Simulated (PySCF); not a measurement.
Breaking a bond: BeF, doublet.

- UKS-B3LYP = unrestricted B3LYP/6-31G in PySCF
- UKS-BHandHLYP = unrestricted BHandHLYP/6-31G (PySCF)
- UKS-M06-2X = unrestricted M06-2X/6-31G (PySCF 2.14.0)

Magnitude of the dipole moment (D; its direction can reverse along the curve, and a method can change to another solution) and Mulliken charge of the fragment that holds Be1:

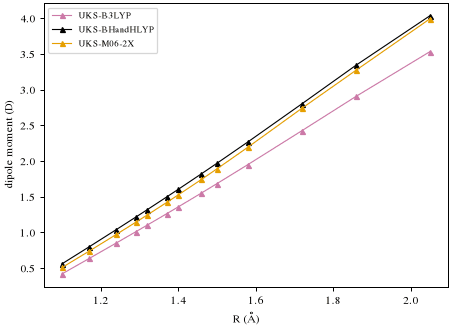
Figure. Dipole moment against bond length.

```tsv
R / Å	μ UKS-B3LYP	q UKS-B3LYP	μ UKS-BHandHLYP	q UKS-BHandHLYP	μ UKS-M06-2X	q UKS-M06-2X
1.10	0.42	0.26	0.56	0.32	0.51	0.28
1.17	0.63	0.30	0.80	0.37	0.74	0.32
1.24	0.85	0.34	1.04	0.40	0.97	0.35
1.29	1.01	0.36	1.21	0.42	1.14	0.37
1.32	1.10	0.37	1.32	0.43	1.24	0.38
1.37	1.26	0.38	1.49	0.45	1.42	0.40
1.40	1.36	0.39	1.60	0.46	1.52	0.41
1.46	1.55	0.41	1.82	0.47	1.74	0.43
1.50	1.68	0.42	1.97	0.48	1.89	0.44
1.58	1.95	0.43	2.27	0.50	2.19	0.46
1.72	2.43	0.45	2.80	0.52	2.74	0.48
1.86	2.91	0.46	3.34	0.53	3.27	0.50
2.05	3.53	0.46	4.03	0.53	3.99	0.51
```

The scan ran from 1.10 to 5.52 Å; beyond the distances shown one of the unrestricted levels run for this scan, shown here or not, changes its spin distribution in one step.
